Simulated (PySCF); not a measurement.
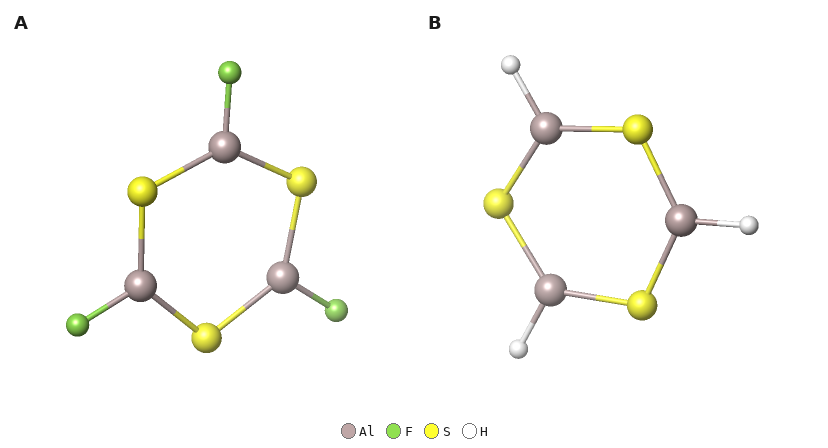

Two related species, optimised with PBE0-D3(BJ)/def2-SVP; properties computed with PySCF 2.14.0. Both: charge 0, singlet.

Question. Identify both.

Answer. A is (FAlS)3 ring, B is (HAlS)3 ring.

Compare them. With PBE0/pcSseg-1 (pcSseg-2 on Al): dipole moment (D), HOMO–LUMO gap (eV), HOMO energy (Kohn–Sham orbital) (eV). With CAM-B3LYP/def2-SVPD: lowest vertical singlet excitation (eV), mean static polarisability (bohr³).

```
                               quantity      A      B
                      dipole moment (D)   0.13   0.02
                     HOMO–LUMO gap (eV)   6.93   6.53
   HOMO energy (Kohn–Sham orbital) (eV)  −8.84  −8.23
lowest vertical singlet excitation (eV)   5.76   5.45
     mean static polarisability (bohr³)  121.5  137.6
```

Each is one conformer, and no frequency run is at hand to confirm it as a minimum.
